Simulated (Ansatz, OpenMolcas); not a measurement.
# How basis sets differ on AlNH3Cl (SMILES [NH2][AlH][Cl])

The species is AlNH3Cl (6 atoms), meant as a singlet with charge 0. As SMILES, `[NH2][AlH][Cl]`. Geometry: relaxed at PBE0-D4/def2-TZVP.

Quantity: the HOMO–LUMO gap, in eV. The values are calculated.

```json
{"level": "HF/ANO-RCC-MB (DKH2)", "kind": "Hartree–Fock", "program": "OpenMolcas", "value (eV)": "13.88", "CPU time": "2.3 s"}
{"level": "HF/STO-3G", "kind": "Hartree–Fock", "program": "OpenMolcas", "value (eV)": "17.43", "CPU time": "1.6 s"}
{"level": "HF/3-21G", "kind": "Hartree–Fock", "program": "Ansatz", "value (eV)": "13.41", "CPU time": "0.64 s"}
{"level": "HF/def2-SVP", "kind": "Hartree–Fock", "program": "Ansatz", "value (eV)": "13.75", "CPU time": "1.5 s"}
{"level": "HF/def2-TZVP", "kind": "Hartree–Fock", "program": "Ansatz", "value (eV)": "13.43", "CPU time": "7.4 s"}
```

The values span 13.41 to 17.43 eV. A Hartree–Fock LUMO above zero doesn't converge with the basis: it sinks as sets grow more diffuse. Orbital gaps aren't excitation energies. CPU times are rough (shared hosts, several kinds of processor): they show what a rung costs within a factor of a few.

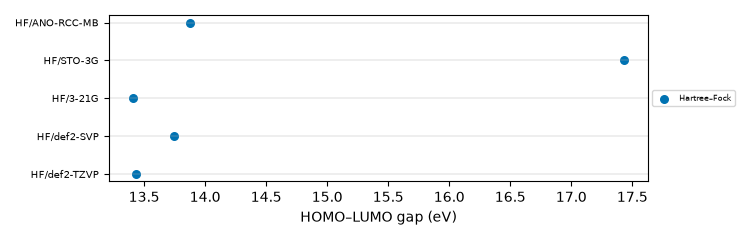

The values of the table, level by level.
